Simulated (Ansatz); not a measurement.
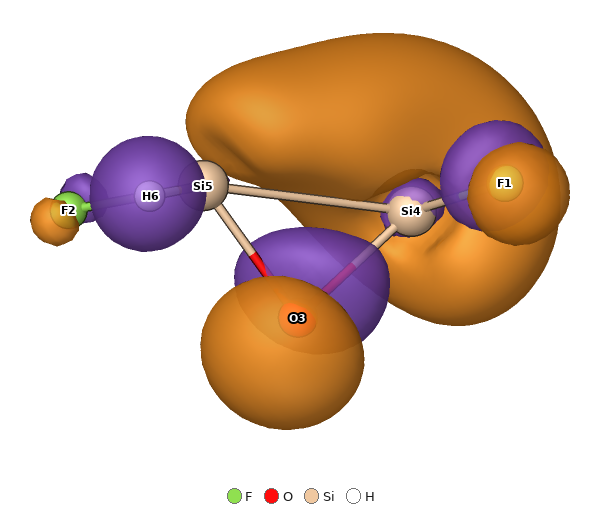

*F₂HOSi₂ (charge −1). The HOMO−1 at ±0.1 Å⁻³ᐟ² (orange and purple are the two phases), seen from one side.*

Geometry: PBE0-D3(BJ)/def2-SVPD.

All numbers below come from isolated molecule in a Gaussian basis; Kohn-Sham density functional theory, functional PBE0 in Ansatz 0.2.0.

```xyz
6

F    -3.9354    1.9002   -0.6553
F    -0.3357   -0.6442    1.2064
O    -1.3360    1.2718   -0.4768
Si   -2.8746    0.6037   -1.0078
Si   -1.6212    0.4276    0.9882
H    -1.3114    1.4173    2.0918
```

What is the character of this orbital?

Answer. By Hirshfeld shares it lies mainly on Si4 (about 50 %), O3 (about 25 %), Si5 (about 10 %) and F1 (about 10 %). Its energy is −2.69 eV.
